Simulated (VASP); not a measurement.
Band structure of Se (space group P3_221). Method: r2SCAN meta-GGA, VASP's PBE PAW potentials (set 64) (plane waves; VASP).

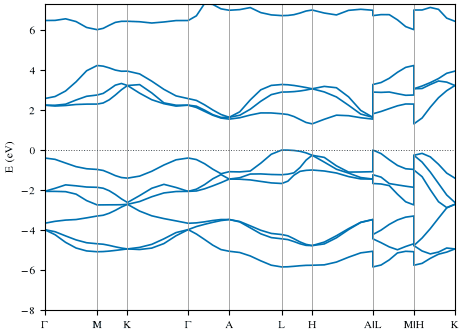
Fig. 1. Bands along high-symmetry lines, zero at the valence-band maximum or, without a gap, the Fermi level

Task: Read the plot: is there a gap, and where are the band edges?

Result: The gap is indirect, 1.31 eV, from the valence maximum at L to the conduction minimum at H.

The structure comes from a measured Se entry (P3_221) of the Crystallography Open Database, whose conditions weren't checked. It was relaxed first, which changed the volume by +8 %.
